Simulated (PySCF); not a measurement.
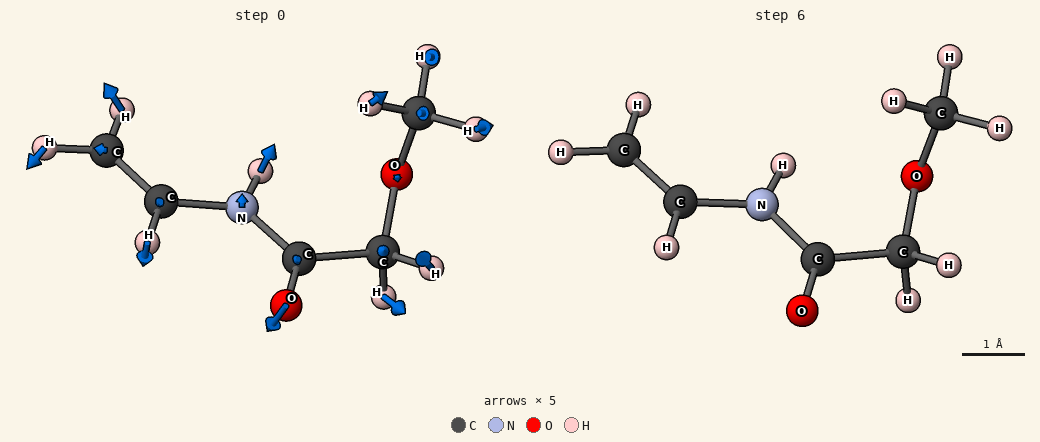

The structure of C$_{5}$H$_{9}$NO$_{2}$ before (left) and after (right) a relaxation, at one scale. The blue arrows give the displacements, magnified 5 times.

A ball-and-stick model, seen at a tilt.

The start comes from GFN2-xTB.

Level of theory: PBE0-D3(BJ)/def2-SVP geometry optimisation, gas phase in PySCF. 

> Summarise the run.

The atom that moves furthest after the best rigid fit is an O atom (0.15 Å). Largest moves by element: O 0.15 Å, H 0.13 Å, C 0.06 Å, N 0.05 Å. Among the contacts that change: C–H 1.073 → 1.090 Å, C–C 1.324 → 1.337 Å, C–O 1.409 → 1.397 Å, C–H 1.096 → 1.107 Å. Bond angles that change, for instance: C–N–H 118.4° → 120.6°. The energy falls by 1.17 kcal/mol in 6 geometry steps. The largest force component goes from 0.57 to 0.019 eV/Å. The run took roughly 3 core-minutes on a shared host.
